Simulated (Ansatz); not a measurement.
```yaml
atoms:
  - { symbol: B, position_ang: [-0.0717, 0.5487, -0.2397] }
  - { symbol: N, position_ang: [-0.2903, -0.0704, 2.4240] }
  - { symbol: H, position_ang: [-1.1003, -0.6585, 2.4919] }
  - { symbol: H, position_ang: [0.5175, -0.6447, 2.5787] }
  - { symbol: F, position_ang: [1.1165, -0.0622, -0.2846] }
  - { symbol: O, position_ang: [-1.1388, -0.1490, -0.6852] }
  - { symbol: H, position_ang: [-0.9149, -1.0393, -0.9287] }
  - { symbol: Si, position_ang: [-0.2310, 2.5121, 0.2630] }
  - { symbol: H, position_ang: [-1.5312, 2.7928, 0.9106] }
  - { symbol: H, position_ang: [0.8449, 2.9161, 1.1960] }
  - { symbol: H, position_ang: [-0.1307, 3.3898, -0.9286] }
  - { symbol: H, position_ang: [-0.3376, 0.5908, 3.1779] }
```

Theory: Ansatz, RHF/6-31G*.

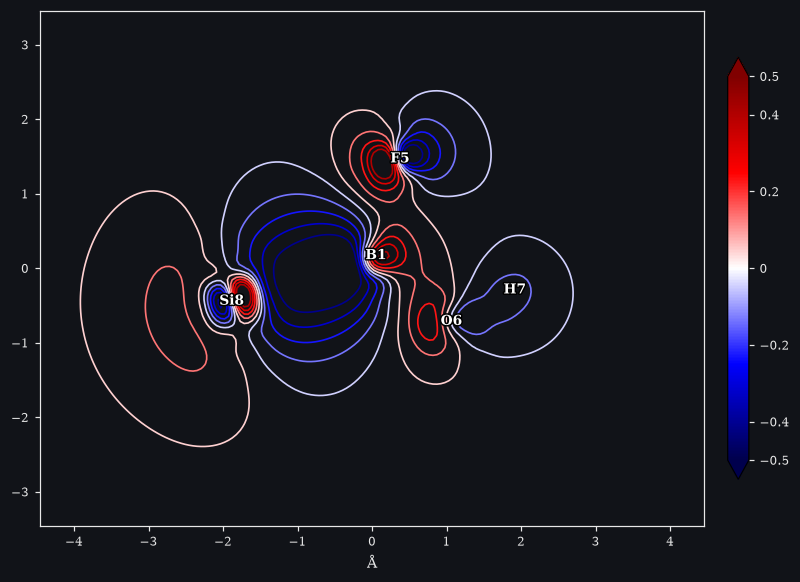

BFH4OSi···NH3. The HOMO on the plane of atoms F5, B1 and Si8 (values in Å⁻³ᐟ²; the overall sign is arbitrary).

### Where does this orbital lie, and at what energy?

By Hirshfeld shares it lies mainly on Si8 (about 30 %), B1 (about 25 %) and N2 (about 15 %). Its energy is −10.99 eV.
